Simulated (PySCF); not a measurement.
# AlHSCl (SMILES [SH][Al][Cl]) at 6 levels

We compute a comparison of 6 runs (U-wB97X-V/STO-3G, UM06-2X/STO-3G, UPBE/STO-3G, NEVPT2(3,3)/STO-3G, UCISD/STO-3G, FCI/STO-3G) of AlHSCl. The job is set up through a Python script.

The results are computed with PySCF 2.14.0.

3 further runs of the same task are left out: 3 set aside as unsound or not needed.

## Step 1: Starting point

AlHSCl has 4 atoms, charge 0, and is taken as a doublet. As SMILES, `[SH][Al][Cl]`. The S1–Al2 distance was set to 4.825 Å, away from the relaxed value. At this shape a bond of the SMILES string is far longer than usual.

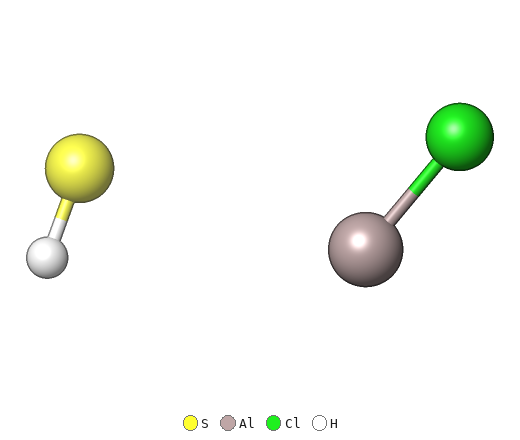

The structure, seen from a chosen angle (sulfur yellow, aluminium light grey, chlorine green, hydrogen white).

## Step 2: The energy at U-wB97X-V/STO-3G (run 1)

The input, calc.py:

```python
from pyscf import gto, dft

molecule = gto.Mole()
molecule.atom = 'S 1.440473 2.797848 -2.369249; Al -0.394100 -0.525900 0.609100; Cl 0.226200 -2.507400 0.251000; H 0.784273 3.801048 -1.760149'
molecule.verbose = 3
molecule.spin = 1
molecule.max_memory = 1860
molecule.basis = 'sto-3g'
molecule.build()

myscf = dft.UKS(molecule, xc='wb97x-v')
myscf.nlcgrids.level = 1
myscf.conv_tol = 1e-10
myscf.grids.level = 5
myscf.kernel()
if not myscf.converged:
    myscf = myscf.newton().run(myscf.mo_coeff, myscf.mo_occ)

e_final = myscf.e_tot
print('E(%s) = %.9f' % ('WB97X-V', e_final))
```

On the command line:

```bash
$ OMP_NUM_THREADS=1 python calc.py
```

Log:

```text
WARN: HOMO -0.0422557859409904 >= LUMO -0.042330532864302

converged SCF energy = -1088.90161657867  <S^2> = 0.75068313  2S+1 = 2.000683
E(WB97X-V) = -1088.901616579
```

Run time: 57 s. Hardware: 1 thread of Intel Xeon Platinum 8259CL at 2.50GHz (Skylake/Cascade Lake), shared host; peak memory 0.24 GiB.

## Step 3: A single-point energy at UM06-2X/STO-3G (run 2)

The input, input.py:

```python
from pyscf import gto, dft

mol = gto.M(
    atom=[
    ('S', (1.440473, 2.797848, -2.369249)),
    ('Al', (-0.394100, -0.525900, 0.609100)),
    ('Cl', (0.226200, -2.507400, 0.251000)),
    ('H', (0.784273, 3.801048, -1.760149)),
],
    basis='sto-3g',
    verbose=4,
    max_memory=1860,
    spin=1,
)

myscf = dft.UKS(mol, xc='m06-2x')
myscf.conv_tol = 1e-10
myscf.grids.level = 5
myscf.kernel()
if not myscf.converged:
    myscf = myscf.newton().run(myscf.mo_coeff, myscf.mo_occ)

energy = myscf.e_tot
print(f'total energy: {energy:.8f} hartree')
```

On the command line:

```bash
$ OMP_NUM_THREADS=1 python input.py
```

Log:

```text
PySCF version 2.14.0

[... 54 lines left out ...]
WARN: HOMO -0.260580203700139 >= LUMO -0.260580203700144
[... 5 lines left out ...]
WARN: HOMO -0.0286182943362254 >= LUMO -0.0282716014477404
[... 54 lines left out ...]
converged SCF energy = -1089.08781083414  <S^2> = 0.75109179  2S+1 = 2.0010915
total energy: -1089.08781083 hartree
```

It took 17 s on 1 thread of Intel Xeon Platinum 8259CL at 2.50GHz (Skylake/Cascade Lake), shared host; peak memory 0.25 GiB.

Runs 3 to 4 aren't shown in full; the table further down has their settings and results.

## Step 4: The energy at UCISD/STO-3G (run 5)

The input, job.py:

```python
from pyscf import gto, ci

molecule = gto.Mole()
molecule.atom = 'S 1.440473 2.797848 -2.369249; Al -0.394100 -0.525900 0.609100; Cl 0.226200 -2.507400 0.251000; H 0.784273 3.801048 -1.760149'
molecule.charge = 0
molecule.verbose = 4
molecule.basis = 'sto-3g'
molecule.max_memory = 1860
molecule.spin = 1
molecule.build()

mf = molecule.UHF()
mf.conv_tol = 1e-10
mf.kernel()
if not mf.converged:
    mf = mf.newton().run(mf.mo_coeff, mf.mo_occ)

cisd = ci.CISD(mf, frozen=15)
cisd.kernel()
etot = cisd.e_tot
print(f'total energy: {etot:.8f} hartree')
```

On the command line:

```bash
$ OMP_NUM_THREADS=1 python job.py
```

Log:

```text
PySCF version 2.14.0

[... 55 lines left out ...]
WARN: HOMO 0.035013282959897 >= LUMO 0.0350000936355368
[... 58 lines left out ...]
converged SCF energy = -1087.3664983368  <S^2> = 0.75287  2S+1 = 2.0028679
[... 1 line left out ...]
******** <class 'pyscf.ci.ucisd.UCISD'> ********
CISD nocc = (np.int64(9), np.int64(8)), nmo = (13, 13)
frozen orbitals 15
max_cycle = 50
direct = 0
conv_tol = 1e-09
max_cycle = 50
max_space = 12
lindep = 0
nroots = 1
Init t2, MP2 energy = -0.0387024429577763
UCISD converged
E(UCISD) = -1087.424378330538  E_corr = -0.05787999373846889
total energy: -1087.42437833 hartree
```

Run time: 1.1 s. Hardware: 1 thread of Intel Xeon Platinum 8259CL at 2.50GHz (Skylake/Cascade Lake), shared host; peak memory 0.12 GiB.

## Step 5: The energy at FCI/STO-3G (run 6)

The input, calc.py:

```python
from pyscf import gto, mcscf

mol = gto.M(
    atom='''
S      2.722099     5.287166    -4.477232
Al    -0.744741    -0.993807     1.151032
Cl     0.427456    -4.738299     0.474321
H      1.482061     7.182940    -3.326200
''',
    spin=1,
    unit='bohr',
    verbose=3,
    basis='sto-3g',
    max_memory=1860,
)

mf = mol.ROHF()
mf.conv_tol = 1e-10
mf.kernel()
if not mf.converged:
    mf = mf.newton().run(mf.mo_coeff, mf.mo_occ)

cas = mcscf.CASCI(mf, mf.mo_coeff.shape[-1] - 15, (mol.nelec[0] - 15, mol.nelec[1] - 15))  # full CI above the frozen core
cas.fix_spin_(ss=0.75)
cas.kernel()
energy = cas.e_tot
print('E = %.10f Eh' % energy)
```

On the command line:

```bash
$ OMP_NUM_THREADS=1 python calc.py
```

Log:

```text
converged SCF energy = -1087.36513739604
CASCI E = -1087.42688452655  E(CI) = -40.8710809422998  S^2 = 0.7500000
E = -1087.4268845266 Eh
```

Wall time 12 s (1 thread of Intel Xeon Platinum 8259CL at 2.50GHz (Skylake/Cascade Lake), shared host); peak memory 0.29 GiB.

## Step 6: All runs side by side

```
run               level  nlc grid  integration grid   energy (Eh)  dipole moment (D) of the reference  HOMO energy (eV)  LUMO energy (eV)  wall time
  1    U-wB97X-V/STO-3G         1                 5  -1088.901617                                4.52             -5.72              2.29       57 s
  2      UM06-2X/STO-3G         –                 5  -1089.087811                                4.54             -4.50              1.22       17 s
  3         UPBE/STO-3G         –                 5  -1088.489169                                4.12             -1.72             -1.55       11 s
  4  NEVPT2(3,3)/STO-3G         –                 –  -1087.419385                                4.76                 –                 –      3.3 s
  5        UCISD/STO-3G         –                 –  -1087.424378                                4.78             -5.84              5.72      1.1 s
  6          FCI/STO-3G         –                 –  -1087.426885                                4.76                 –                 –       12 s
```

## Step 7: Results

| quantity | value |
| --- | --- |
| run 6: total energy | -1087.42688 Eh |
| run 6: dipole moment (Hartree–Fock density) | 4.76 D |
| run 6: correlation energy (15 core orbitals frozen) | -61.7 mEh |

**Reading.** Against full CI in this basis: UCISD +2.5 mEh. Over runs 1, 2, 3 the dipole moment (its size) runs from 4.12 D (UPBE/STO-3G) to 4.54 D (UM06-2X/STO-3G). Totals of different functionals can't be ranked against each other. In runs 1, 2, 3, 4, 5, 6 the basis is minimal, so the values are rough. All runs together took 1.7 min, the longest 57 s.
